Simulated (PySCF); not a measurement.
# H2O3 (trioxidane): r2SCAN/STO-6G

What is the vertical ionisation energy of H2O3 (trioxidane) at r2SCAN/STO-6G? The job is set up through a Python script.

The results are computed with PySCF 2.14.0.

5 further runs of the same task are left out: 5 set aside as unsound or not needed.

### Step 1. The molecule

The species is H2O3 (5 atoms), meant as a singlet with charge 0. SMILES: `OOO`. The shape is that of a PBE0-D4/def2-TZVP optimisation. This is a higher conformer, about 11 kJ/mol above the lowest found by a separate search.

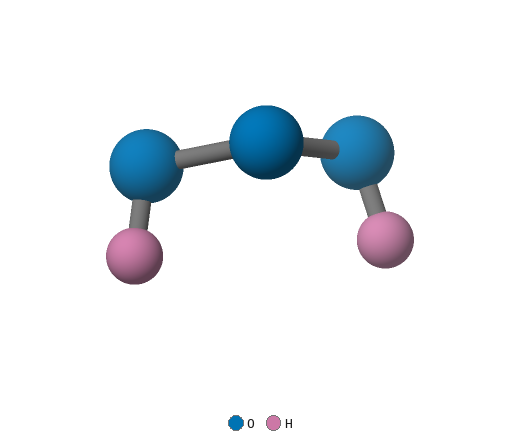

Viewed from a chosen angle; oxygen blue, hydrogen pink.

### Step 2. A single-point energy at r2SCAN/STO-6G

Contents of job.py:

```python
from pyscf import gto, dft

system = gto.M(
    atom='''
O   -0.968320  -0.699970  -0.146130
O   -0.133650  -0.043580   0.770240
O    1.173090  -0.066850   0.261080
H   -1.310410   0.028200  -0.685190
H    1.239280   0.782200  -0.199990
''',
    charge=0,
    basis='sto-6g',
    verbose=4,
    max_memory=1860,
)

myscf = dft.RKS(system, xc='r2scan')
myscf.grids.level = 5
myscf.conv_tol = 1e-10
myscf.kernel()
if not myscf.converged:
    myscf = myscf.newton().run(myscf.mo_coeff, myscf.mo_occ)

energy = myscf.e_tot
print('E = %.10f Eh' % energy)
```

The run is started by

```
$ OMP_NUM_THREADS=1 python job.py
```

The log of the run:

```text
PySCF version 2.14.0

[INPUT] num. atoms = 5
[INPUT] num. electrons = 26
[INPUT] charge = 0
[INPUT] spin (= nelec alpha-beta = 2S) = 0
[INPUT] symmetry False subgroup None
[INPUT] Mole.unit = angstrom
[INPUT] Symbol           X                Y                Z      unit          X                Y                Z       unit  Magmom
[INPUT]  1 O     -0.968320000000  -0.699970000000  -0.146130000000 AA   -1.829859600939  -1.322751595412  -0.276145678583 Bohr   0.0
[INPUT]  2 O     -0.133650000000  -0.043580000000   0.770240000000 AA   -0.252561896548  -0.082354264509   1.455542650185 Bohr   0.0
[INPUT]  3 O      1.173090000000  -0.066850000000   0.261080000000 AA    2.216818819466  -0.126328191427   0.493369696601 Bohr   0.0
[INPUT]  4 H     -1.310410000000   0.028200000000  -0.685190000000 AA   -2.476316010891   0.053290276713  -1.294821443291 Bohr   0.0
[INPUT]  5 H      1.239280000000   0.782200000000  -0.199990000000 AA    2.341899791651   1.478143774635  -0.377926327652 Bohr   0.0

nuclear repulsion = 79.855181698078
number of shells = 11
number of NR pGTOs = 102
number of NR cGTOs = 17
basis = sto-6g
ecp = {}

******** <class 'pyscf.dft.rks.RKS'> ********
method = RKS
initial guess = minao
damping factor = 0
level_shift factor = 0
DIIS = <class 'pyscf.scf.diis.CDIIS'>
diis_start_cycle = 1
diis_space = 8
diis_damp = 0
SCF conv_tol = 1e-10
SCF conv_tol_grad = None
SCF max_cycles = 50
direct_scf = True
direct_scf_tol = 1e-13
XC library pyscf.dft.libxc version 7.0.0
    S. Lehtola, C. Steigemann, M. J.T. Oliveira, and M. A.L. Marques.,  SoftwareX 7, 1–5 (2018)
XC functionals = r2scan
    J. W. Furness, A. D. Kaplan, J. Ning, J. P. Perdew, and J. Sun.,  J. Phys. Chem. Lett. 11, 8208-8215 (2020)
    J. W. Furness, A. D. Kaplan, J. Ning, J. P. Perdew, and J. Sun.,  J. Phys. Chem. Lett. 11, 9248-9248 (2020)
    J. W. Furness, A. D. Kaplan, J. Ning, J. P. Perdew, and J. Sun.,  J. Phys. Chem. Lett. 11, 8208-8215 (2020)
    J. W. Furness, A. D. Kaplan, J. Ning, J. P. Perdew, and J. Sun.,  J. Phys. Chem. Lett. 11, 9248-9248 (2020)
radial grids:
    Treutler-Ahlrichs [JCP 102, 346 (1995); DOI:10.1063/1.469408] (M4) radial grids

becke partition: Becke, JCP 88, 2547 (1988); DOI:10.1063/1.454033
pruning grids: <function nwchem_prune>
grids dens level: 5
symmetrized grids: False
atomic radii adjust function: <function treutler_atomic_radii_adjust>
small_rho_cutoff = 0
Set gradient conv threshold to 1e-05
Initial guess from minao.
tot grids = 176016
init E= -226.09812857517
  HOMO = -0.278292181042223  LUMO = -0.000935319197968298  gap/eV = 7.54726
cycle= 1 E= -225.619816733036  delta_E= 0.478  |g|= 0.384  |ddm|= 2.97
  HOMO = -0.0542737787370104  LUMO = 0.179148397462869  gap/eV = 6.35174
cycle= 2 E= -225.608412641234  delta_E= 0.0114  |g|= 0.467  |ddm|= 1.21
  HOMO = -0.0856068200735667  LUMO = 0.157592334780897  gap/eV = 6.61779
cycle= 3 E= -225.671670916316  delta_E= -0.0633  |g|= 0.123  |ddm|= 0.684
  HOMO = -0.114085744339769  LUMO = 0.137560448333098  gap/eV = 6.84764
cycle= 4 E= -225.676987180188  delta_E= -0.00532  |g|= 0.008  |ddm|= 0.179
  HOMO = -0.112339007679593  LUMO = 0.139815556443902  gap/eV = 6.86148
cycle= 5 E= -225.677015563365  delta_E= -2.84e-05  |g|= 0.000533  |ddm|= 0.0171
  HOMO = -0.11248594439983  LUMO = 0.139565897469833  gap/eV = 6.85868
cycle= 6 E= -225.677015693445  delta_E= -1.3e-07  |g|= 3.91e-05  |ddm|= 0.00135
  HOMO = -0.112487841860372  LUMO = 0.139561199576496  gap/eV = 6.85860
cycle= 7 E= -225.677015694092  delta_E= -6.47e-10  |g|= 1.24e-05  |ddm|= 0.000102
  HOMO = -0.112487755265877  LUMO = 0.139561376925366  gap/eV = 6.85861
cycle= 8 E= -225.677015694135  delta_E= -4.31e-11  |g|= 6.2e-06  |ddm|= 2.86e-05
  HOMO = -0.112487769954359  LUMO = 0.139561492080378  gap/eV = 6.85861
Extra cycle  E= -225.677015694103  delta_E= 3.25e-11  |g|= 1.12e-05  |ddm|= 2.71e-05
converged SCF energy = -225.677015694103
E = -225.6770156941 Eh
```

Wall time 4.2 s (1 thread of Arm Neoverse V1, shared host); peak memory 0.19 GiB.

### Step 3. The doublet cation, same level

Contents of input.py:

```python
from pyscf import gto, dft

mol = gto.M(
    atom='''
O       -0.968320      -0.699970      -0.146130
O       -0.133650      -0.043580       0.770240
O        1.173090      -0.066850       0.261080
H       -1.310410       0.028200      -0.685190
H        1.239280       0.782200      -0.199990
''',
    spin=1,
    max_memory=1860,
    basis='sto-6g',
    verbose=3,
    charge=1,
)

mf = dft.UKS(mol, xc='r2scan')
mf.grids.level = 5
mf.conv_tol = 1e-10
mf.kernel()
if not mf.converged:
    mf = mf.newton().run(mf.mo_coeff, mf.mo_occ)

e_tot = mf.e_tot
print('Final energy', e_tot)
```

The run is started by

```
$ OMP_NUM_THREADS=1 python input.py
```

The log of the run:

```text
WARN: HOMO -0.278292181042219 >= LUMO -0.27829218104222

converged SCF energy = -225.361786336347  <S^2> = 0.75315207  2S+1 = 2.0031496
Final energy -225.36178633634665
```

It took 9.3 s on 1 thread of Arm Neoverse V1, shared host; peak memory 0.21 GiB.

### Step 4. Summary of results

At r2SCAN/STO-6G:

```
                                          quantity          value
                        singlet H2O3: total energy  -225.67702 Eh
                       singlet H2O3: dipole moment         2.75 D
                         singlet H2O3: HOMO energy       -3.06 eV
                         singlet H2O3: LUMO energy        3.80 eV
                       singlet H2O3: HOMO–LUMO gap        6.86 eV
                      doublet cation: total energy  -225.36179 Eh
doublet cation: HOMO energy (highest over α and β)      -14.18 eV
 doublet cation: LUMO energy (lowest over α and β)      -13.89 eV
                              doublet cation: ⟨S²⟩          0.753
vertical ionisation energy (to the doublet cation)       8.578 eV
```

Removing an electron at fixed nuclei costs 8.58 eV (828 kJ/mol). The negative HOMO energy of the first species, 3.06 eV, lies 5.52 eV below that difference. In a minimal basis such a difference can be off by several eV, whatever the method. Mulliken charges (singlet H2O3) run from -0.19 on O1 to +0.21 on H4; they depend strongly on the basis. Mulliken charges (doublet cation) run from -0.01 on O3 to +0.37 on H4; they depend strongly on the basis.
